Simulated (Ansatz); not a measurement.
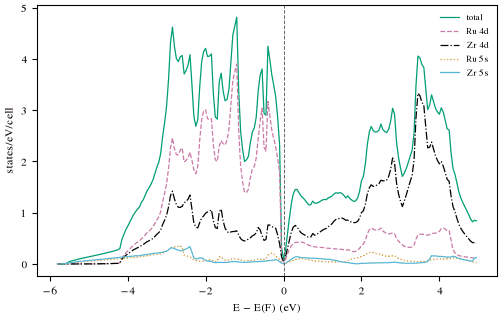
*Total and projected density of states of ZrRu (rock salt, Fm-3m), plane-wave PAW PBE (Ansatz code)*

Q: Which orbitals carry the states next to the Fermi level?

A: Within 0.5 eV of the Fermi level: Ru 4d 61 %, Zr 4d 27 %. Projections are on Löwdin-orthogonalised atomic valence shells; empty p or d shells of many metals are not among them.

Q: Where is the tallest occupied peak in this window, and what makes it?

A: Near -1.2 eV, about 4.8 states/eV per cell; the largest projected share is Ru 4d.

The start of the workflow was typed in or built on a structure type; neither database checked (COD, Materials Project) lists it. COD files the formula under space group No. 221. Its standing as an ambient phase is unchecked. Symmetry was held in the PBE relaxation; its stability against distortions is not shown here. No spin polarisation was allowed. Scalar-relativistic: spin–orbit coupling is off unless named, which matters more the heavier the elements.

Potentials: the later of the program's two PAW sets.
